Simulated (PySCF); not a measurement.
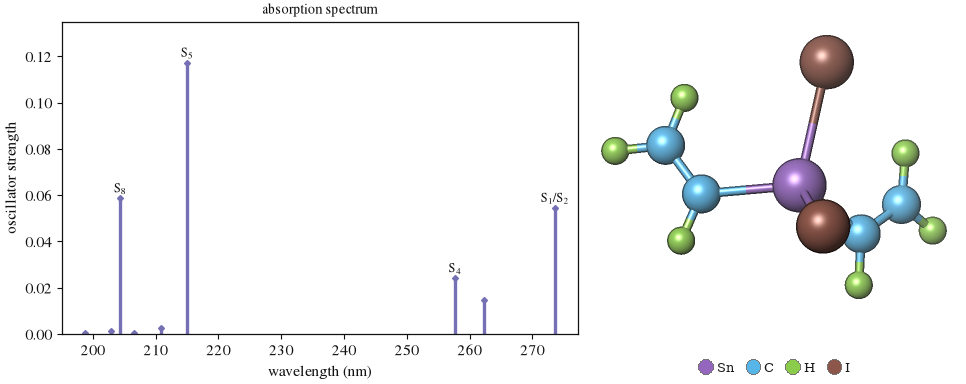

Computed absorption of C₄H₆I₂Sn, SMILES C=[CH][Sn]([I])([I])[CH]=C, singlet. Vertical TDDFT excitations, CAM-B3LYP/def2-SVPD, PySCF 2.14.0, at a PBE0-D3(BJ)/def2-SVP geometry (no frequency check), gas phase. Only the first 10 singlet excitations are included. States within 0.01 eV of each other are merged, with their strengths summed. The highest state may be half of a pair whose partner wasn't computed.

**Where is the lowest singlet, and is it bright?**

S1/S2 lies at 4.53 eV (274 nm) with f = 0.054, mainly HOMO/HOMO−1 → LUMO; it is bright.

**Which of the computed transitions is the brightest, and what character does the calculation give it?**

S5 at 5.77 eV (215 nm), f = 0.117, mainly HOMO−4 → LUMO (59 %).

**List the transitions behind the spectrum.**

| state | E (eV) | λ (nm) | f | main character |
| --- | --- | --- | --- | --- |
| S1/S2 | 4.53 | 274 | 0.054 | HOMO/HOMO−1 → LUMO |
| S3 | 4.73 | 262 | 0.015 | HOMO−2 → LUMO (88 %) |
| S4 | 4.81 | 258 | 0.024 | HOMO−3 → LUMO (85 %) |
| S5 | 5.77 | 215 | 0.117 | HOMO−4 → LUMO (59 %) |
| S6 | 5.88 | 211 | 0.003 | HOMO−5 → LUMO (49 %) |
| S7 | 6.00 | 207 | 0.000 | HOMO−5 → LUMO (42 %) |
| S8 | 6.07 | 204 | 0.059 | HOMO → LUMO+1 (48 %) |
| S9 | 6.11 | 203 | 0.001 | HOMO−1 → LUMO+1 (26 %) |
| S10 | 6.24 | 199 | 0.000 | HOMO−2 → LUMO+1 (37 %) |

Note: effective core potentials, which hold scalar relativity, on atoms heavier than Kr; spin-orbit coupling is left out, and with Sn and I it can shift these levels and split any degenerate set; one conformer of a flexible molecule; core orbitals are frozen in the response.
